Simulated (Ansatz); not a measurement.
# Si₃NH₇S: a changed input and its effect

System: Si₃NH₇S, SMILES [SiH3]N([SiH3])[Si]S.
Method of run A: RKS SPW92/def2-TZVPP (Ansatz 0.2.0).

The geometry comes from this level: PBE0-D4/def2-TZVP. Text and figures count atoms from 1; the logs count them from 0 in places.

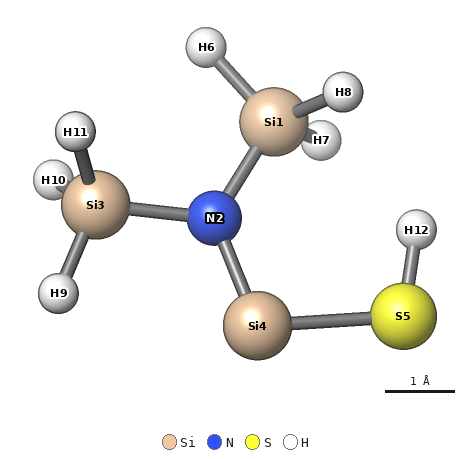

Figure 1. The structure as given in the input (ball-and-stick view, seen at a tilt; atoms are numbered from 1 in the order of the input). Bond lengths as drawn: H–S 1.35 Å, H–Si 1.48 to 1.49 Å, N–Si 1.74 to 1.75 Å and S–Si 2.16 Å.

**The input, run A**
```yaml
crystal:
  periodic: [false, false, false]
  atoms:
    - {symbol: Si, position_ang: [-1.086855, -0.678624, 0.219923]}
    - {symbol: N, position_ang: [0.385356, 0.194769, -0.132427]}
    - {symbol: Si, position_ang: [0.937625, 1.301949, 1.111661]}
    - {symbol: Si, position_ang: [1.374219, 0.106652, -1.561444]}
    - {symbol: S, position_ang: [0.397258, -1.333803, -2.847820]}
    - {symbol: H, position_ang: [-1.546648, -0.251078, 1.567565]}
    - {symbol: H, position_ang: [-0.850825, -2.144805, 0.228786]}
    - {symbol: H, position_ang: [-2.144424, -0.369674, -0.775848]}
    - {symbol: H, position_ang: [2.187259, 1.936241, 0.622942]}
    - {symbol: H, position_ang: [1.199981, 0.567927, 2.376282]}
    - {symbol: H, position_ang: [-0.092257, 2.340282, 1.372597]}
    - {symbol: H, position_ang: [-0.683788, -1.725235, -2.148114]}
basis:
  gaussian: {orbitals: def2-TZVPP}
hamiltonian: {xc: lda}
output: {orbitals: {seedname: orbitals}}
```

Hardware: 4 CPU threads, shared host.

**Output (run A)**
```
Functional definition: SPW92
  exchange = slater_x
  correlation = pw_c
1716 factors; their error is unknown
mean field evaluation 1: about -35918.3560 eV, gradient 7.7e1 eV
mean field evaluation 2: about -35840.1206 eV, gradient 1.6e2 eV
mean field evaluation 4: about -35929.0913 eV, gradient 2.3e1 eV
mean field evaluation 8: about -35930.4649 eV, gradient 2.0e-1 eV
mean field evaluation 16: about -35930.4148 eV, gradient 5.1e-4 eV
mean field -35930.41478711 eV, -1320.4183889164 hartree, gradient 6.0e-5 eV, S^2 0.000000; 0 other end points of the search recorded, 0 dependent functions left out
reference -35930.41483277 eV, -1320.4183905945 hartree; 36, 36 occupied and 261, 261 virtual orbitals, 1716 factors
Total energy: -35930.41483277 eV, -1320.4183905945 hartree
```

For run B the input was changed thus:
```diff
-hamiltonian: {xc: lda}
+hamiltonian: {xc: {name: BLYP}, dispersion: d4}
```

Predict how the results change.

The total energies belong to different models, so their difference says nothing on which is more stable or more accurate. The HOMO goes from −5.95 to −5.69 eV. The LUMO goes from −2.72 to −2.39 eV.

**Output (run B)**
```
Functional definition: BLYP
  parameter beta = 0.0042
  parameter a = 0.04918
  parameter b = 0.132
  parameter c = 0.2533
  parameter d = 0.349
  exchange = b88_x(beta = beta)
  correlation = lyp_c(a = a, b = b, c = c, d = d)
1716 factors; their error is unknown
mean field evaluation 1: about -36061.7327 eV, gradient 8.1e1 eV
mean field evaluation 2: about -35981.7613 eV, gradient 1.7e2 eV
mean field evaluation 4: about -36073.3350 eV, gradient 2.3e1 eV
mean field evaluation 8: about -36074.7221 eV, gradient 2.3e-1 eV
mean field evaluation 16: about -36074.6717 eV, gradient 4.7e-4 eV
mean field -36074.67167962 eV, -1325.7197319354 hartree, gradient 7.5e-5 eV, S^2 0.000000; 0 other end points of the search recorded, 0 dependent functions left out
reference -36074.67209378 eV, -1325.7197471555 hartree; 36, 36 occupied and 261, 261 virtual orbitals, 1716 factors
Total energy: -36075.59164164 eV, -1325.7535399159 hartree
```

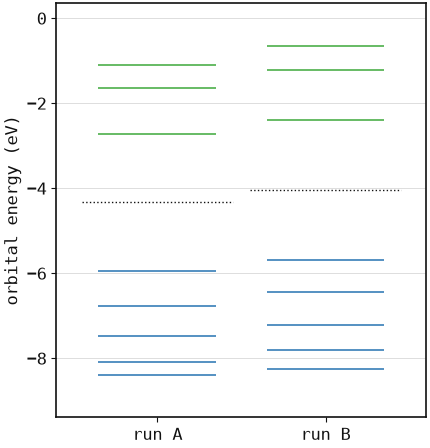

Figure 2. The five highest filled and three lowest empty orbital energies of the two runs; the dotted lines part filled from empty levels. The HOMO–LUMO gap is 3.23 eV in run A and 3.31 eV in run B.

**The two runs side by side**

```tsv
quantity	run A	run B
outcome	converged	converged
total energy (hartree)	−1320.418391	−1325.753540
HOMO (eV)	−5.95	−5.69
LUMO (eV)	−2.72	−2.39
basis functions	297	297
wall time (shared host)	2.9 s	4.1 s
```
